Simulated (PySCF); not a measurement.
## C2H7F3OSi2: NMR shielding calculation

System: C2H7F3OSi2, SMILES FC(F)(F)OC([SiH3])[SiH3].
Method: GIAO PBE0/pcSseg-1 NMR shielding, non-relativistic, gas phase (PySCF 2.14.0).

The geometry comes from this level: PBE0-D3(BJ)/def2-SVP. It belongs to a series of runs on one base structure; here: H on C replaced by OCF3. Figures and captions count atoms from 1; the log counts them from 0 in places.

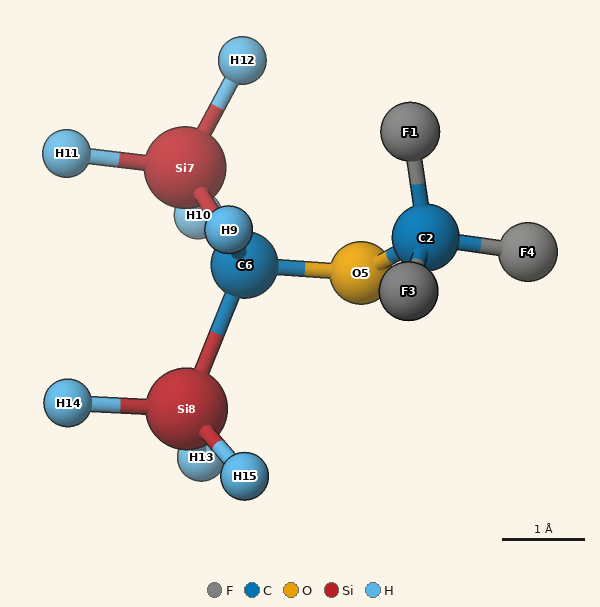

Fig. 1: The structure (ball-and-stick view, seen at a tilt; atoms are numbered from 1 in the order of the input). Bond lengths as drawn: C–F 1.32 to 1.34 Å, C–H 1.10 Å, C–O 1.34 to 1.45 Å, C–Si 1.90 Å and H–Si 1.49 Å.

**Results in brief**

- outcome: converged
- total energy: −1033.394892 hartree
- HOMO: −8.37 eV
- LUMO: 0.13 eV
- dipole moment: 2.01 D
- isotropic shielding, F: 251.6 to 256.3 ppm
- isotropic shielding, C: 55.9 to 132.3 ppm
- isotropic shielding, O: 245.6 ppm
- isotropic shielding, Si: 415.2 to 415.4 ppm
- isotropic shielding, H: 27.0 to 27.4 ppm
- hardware: 1 CPU thread, shared host
- wall time: 62 s
- peak memory: 0.95 GiB

**Input file**
```
{"job": {"kind": "nmr", "xc": "PBE0", "basis": "pcSseg-1"}, "charge": 0, "multiplicity": 1}
F      2.176054    -1.548266     0.086153
C      2.100587    -0.301014    -0.393856
F      1.986108    -0.414001    -1.723083
F      3.226586     0.325842    -0.119748
O      1.090685     0.387454     0.144068
C     -0.240701    -0.147284    -0.071897
Si    -0.975097    -0.611708     1.621842
Si    -1.224612     1.143972    -1.066942
H     -0.187535    -1.068682    -0.677717
H     -1.149701     0.618224     2.447747
H     -2.306607    -1.248249     1.387734
H     -0.063559    -1.565814     2.316052
H     -1.380585     2.384618    -0.253450
H     -2.572428     0.577187    -1.373905
H     -0.494694     1.450441    -2.330521
```

The first line tells a small driver script what to run in PySCF; the rest is the geometry in Å.

Launched with:
```bash
OMP_NUM_THREADS=1 python <driver script> task.json out
```

**What the program printed**
```
coarse grid: 14104 points
cycle   1  E = -1033.1575489761  dE =  9.769e-01  |g| = 9.910e-01  |ddm| = 3.372e+00
cycle   2  E = -1033.0205494337  dE =  1.370e-01  |g| = 1.407e+00  |ddm| = 1.077e+00
cycle   3  E = -1033.3195865813  dE = -2.990e-01  |g| = 4.033e-02  |ddm| = 6.322e-01
cycle   4  E = -1033.3197659627  dE = -1.794e-04  |g| = 2.460e-02  |ddm| = 4.476e-02
cycle   5  E = -1033.3198487191  dE = -8.276e-05  |g| = 1.077e-02  |ddm| = 2.075e-02
cycle   6  E = -1033.3198667450  dE = -1.803e-05  |g| = 1.169e-03  |ddm| = 6.485e-03
cycle   7  E = -1033.3198669636  dE = -2.186e-07  |g| = 3.765e-04  |ddm| = 1.155e-03
final grid: 129896 points
cycle   8  E = -1033.3948778041  dE = -3.435e-05  |g| = 9.067e-03  |ddm| = 1.948e-02
cycle   9  E = -1033.3948626782  dE =  1.513e-05  |g| = 1.303e-02  |ddm| = 1.168e-02
cycle  10  E = -1033.3948918342  dE = -2.916e-05  |g| = 7.174e-04  |ddm| = 7.056e-03
cycle  11  E = -1033.3948919087  dE = -7.446e-08  |g| = 3.371e-04  |ddm| = 6.708e-04
cycle  12  E = -1033.3948919267  dE = -1.801e-08  |g| = 4.919e-05  |ddm| = 2.161e-04
cycle  13  E = -1033.3948919271  dE = -4.111e-10  |g| = 1.176e-05  |ddm| = 4.911e-05
```

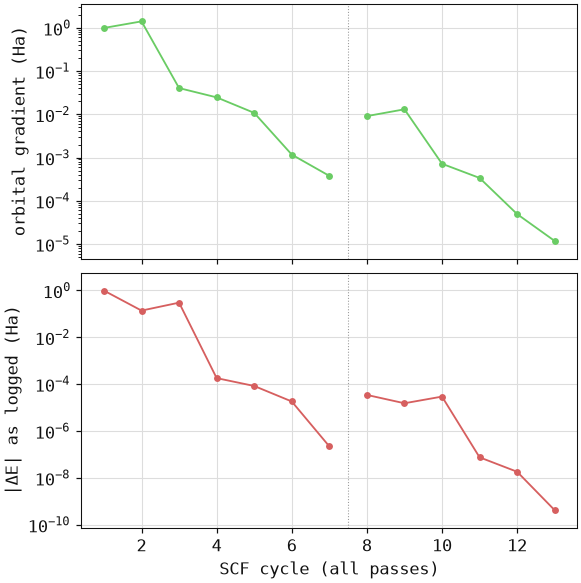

Fig. 2: Convergence of the self-consistent field: orbital gradient and size of the energy change against the SCF cycle. The dotted line marks the change from a coarse to the final integration grid. The first 7 cycles use a coarse grid, the final grid takes over at cycle 8, and the field converges after 13 cycles in all.

```
converged SCF energy = -1033.3948919271

GIAO shielding tensors (ppm)
atom      isotropic    diamagn.    paramagn.     s11        s22        s33       span
  0 F      255.865     473.879    -218.013    177.540    225.827    364.229    186.689
  1 C       55.869     240.428    -184.559     47.172     51.050     69.384     22.212
  2 F      256.334     473.966    -217.632    177.599    226.675    364.727    187.128
  3 F      251.637     468.171    -216.534    186.058    219.108    349.745    163.688
  4 O      245.611     401.176    -155.566    191.207    207.639    337.986    146.779
  5 C      132.253     256.277    -124.024     83.948    109.962    202.850    118.902
  6 Si     415.377     879.744    -464.367    375.794    408.698    461.640     85.846
  7 Si     415.241     879.754    -464.512    376.140    408.075    461.509     85.369
  8 H       27.382      33.479      -6.098     24.754     26.176     31.215      6.460
  9 H       27.130      28.711      -1.581     23.867     25.679     31.845      7.978
 10 H       27.300      28.578      -1.278     23.999     25.217     32.684      8.686
 11 H       26.966      28.491      -1.525     22.922     26.229     31.746      8.824
 12 H       27.130      28.727      -1.597     23.881     25.671     31.837      7.956
 13 H       27.289      28.574      -1.285     23.979     25.204     32.683      8.704
 14 H       26.973      28.510      -1.536     22.929     26.248     31.744      8.816
```

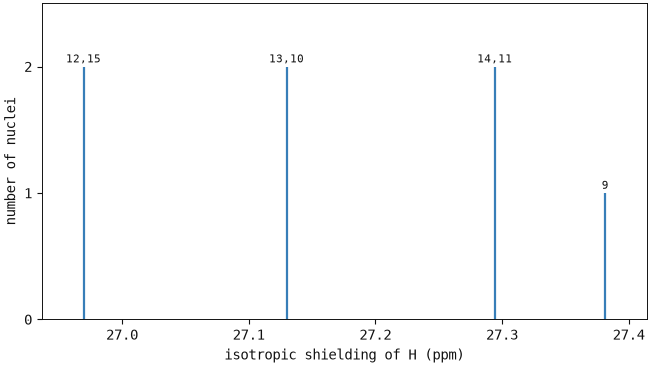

Fig. 3: Isotropic shieldings of the hydrogen nuclei in this fixed geometry, labelled by atom number; shielding grows to the right, so chemical shift grows to the left. The least shielded is H12 (27.0 ppm), the most shielded H9 (27.4 ppm).

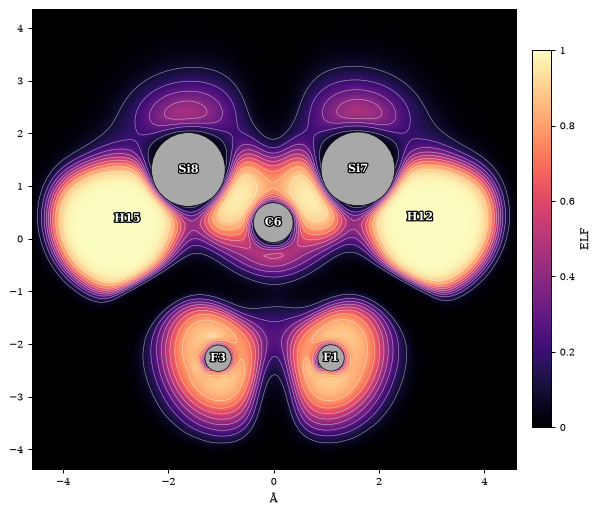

Fig. 4: Electron localisation function on the plane of atoms C6, Si7 and H12. Grey discs, where drawn, cover atomic cores. C–Si (1.90 Å): the ELF peaks at about 0.95 between the atoms (a covalent bond). Si–H (1.49 Å): the ELF climbs to about 1 towards the hydrogen, as it does in any bond to H.

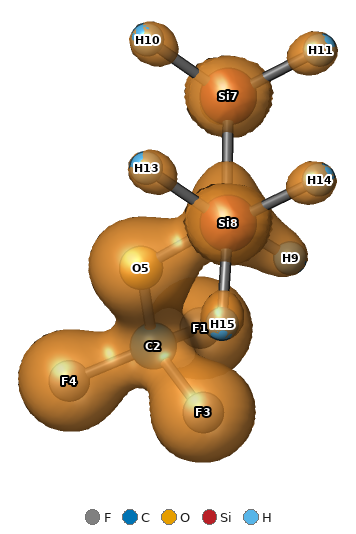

Fig. 5: Isosurface of the electron density at 1 e/Å³ (orange), seen at an oblique angle. At this value the surface falls into nine separate pieces. It is pinched off along the C–Si (1.90 Å) contacts. On the grid the lowest density along these lines, outside the cores, is 2 e/Å³ (C–F, 1.32 Å), 2.3 e/Å³ (C–O, 1.34 Å), 0.76 e/Å³ (C–Si, 1.90 Å) and 1.8 e/Å³ (C–H, 1.10 Å).
